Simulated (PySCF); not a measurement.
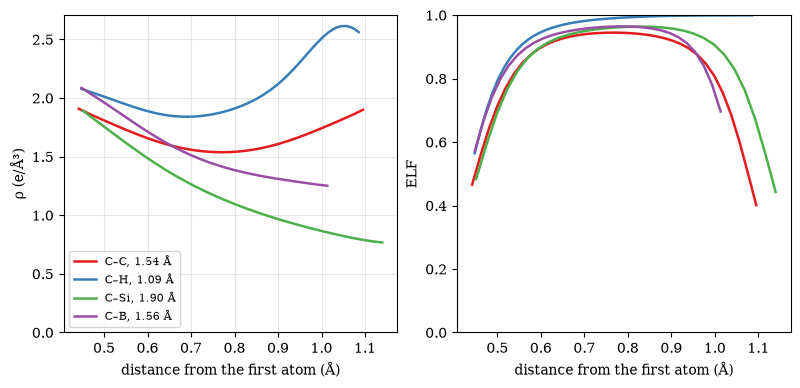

Figure. C4H17BSi3 (SMILES C[SiH2]C[C@H]([SiH3])BC[SiH3]). Electron density and ELF along straight lines between neighbouring atoms. The curves leave out the atomic cores.

Geometry: GFN2-xTB.

Method: PBE0/pcSseg-1, SCF density, gas phase, non-relativistic in PySCF.

```csv
atom,x (Å),y (Å),z (Å)
C,3.2689,1.4579,0.9300
Si,2.5129,-0.1267,0.2054
C,0.6364,0.1275,0.0228
C,-0.1951,-1.1489,-0.1824
Si,0.0579,-1.8852,-1.9363
B,-1.7451,-0.9968,-0.0507
C,-2.4852,0.3400,-0.3589
Si,-2.8693,1.3004,1.2446
H,3.0953,2.3132,0.2834
H,4.3424,1.3537,1.0523
H,2.8494,1.6929,1.9041
H,2.7779,-1.2491,1.1195
H,3.1489,-0.4046,-1.0907
H,0.2781,0.6220,0.9312
H,0.4396,0.8292,-0.7911
H,0.1762,-1.9158,0.5056
H,1.4593,-2.2795,-2.0991
H,-0.7854,-3.0668,-2.1367
H,-0.2881,-0.8823,-2.9502
H,-2.3795,-1.9360,0.2661
H,-3.4504,0.1647,-0.8379
H,-1.9188,1.0080,-1.0093
H,-1.6458,1.6790,1.9592
H,-3.5895,2.5280,0.8839
H,-3.7020,0.4992,2.1443
```

What can be read from the curves?

C–C (1.54 Å): the density is about 1.5 e/Å³ at the midpoint; the ELF peaks at about 0.95 between the atoms (a covalent bond).
C–H (1.09 Å): ρ at the midpoint is about 2 e/Å³; the ELF climbs to about 1 towards the hydrogen, as it does in any bond to H; a covalent bond by its length.
C–Si (1.90 Å): ρ at the midpoint is about 0.91 e/Å³; the ELF peaks at about 0.95 between the atoms; localised, covalent bonding.
C–B (1.56 Å): ρ at the midpoint is about 1.4 e/Å³; the ELF peaks at about 0.95 between the atoms (localised, covalent bonding).
